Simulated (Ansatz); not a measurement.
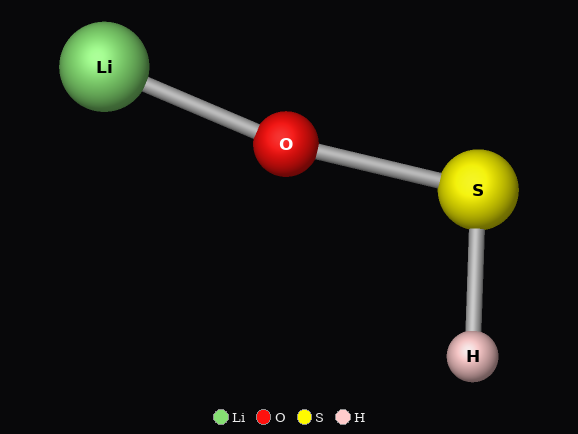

Rendered structure (ball-and-stick style).

Describe the molecule.

The molecule is HLiOS. All atoms lie on one plane. Coordination, clear cases only: 1 S bent.

The parts below concern this one geometry. Atoms keep their numbers from picture to picture. The geometry was computed by an optimisation with PBE0-D4/def2-TZVP. No frequency run is at hand to confirm it as a minimum.

Electronic properties

No frequency run is at hand to confirm it as a minimum. Properties computed with RKS PBE0-D4/def2-TZVPP (Ansatz 0.2.0).

> Estimate the HOMO energy (Kohn–Sham orbital).

−4.42 eV.

> Give the LUMO energy (Kohn–Sham orbital) at this level.

−1.22 eV.

Dipole moment

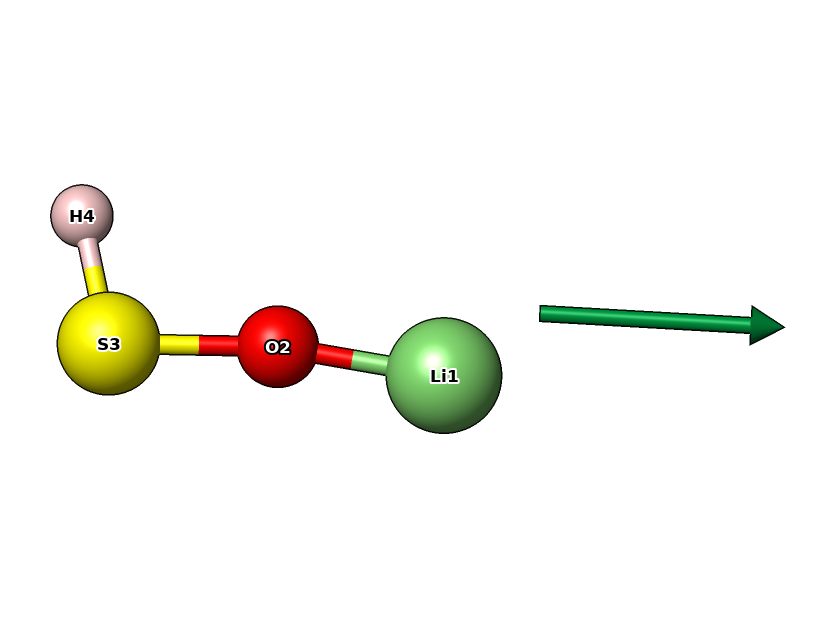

The arrow beside the molecule shows the direction of the dipole moment, from the negative to the positive end (its length means nothing). No frequency run is at hand to confirm it as a minimum. Properties computed with RKS PBE0-D4/def2-TZVP (Ansatz 0.2.0).

> Estimate the dipole moment.

6.63 D; it points from the side of H4 to the side of Li1 (the outermost atoms at the two ends).

Charges

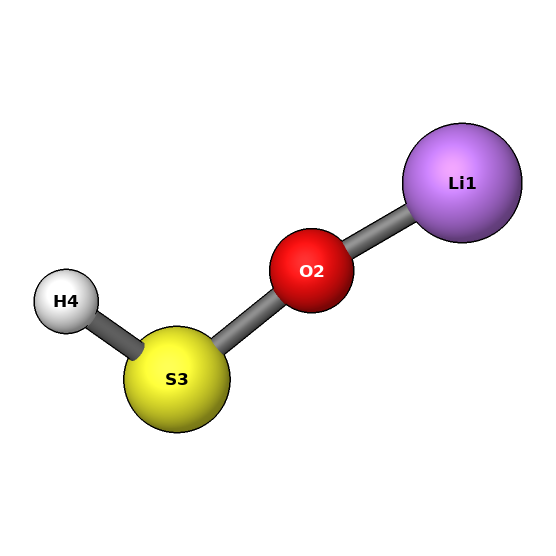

The questions are on Mulliken charges. No frequency run is at hand to confirm it as a minimum. Properties computed with RKS PBE0-D4/def2-TZVP (Ansatz 0.2.0).

Give the Mulliken charges atom by atom.

```
atom  value (e)
 Li1       0.77
  O2      −0.79
  S3      −0.09
  H4       0.11
```

Mulliken values depend strongly on the basis set and can even reverse the polarity of a bond.
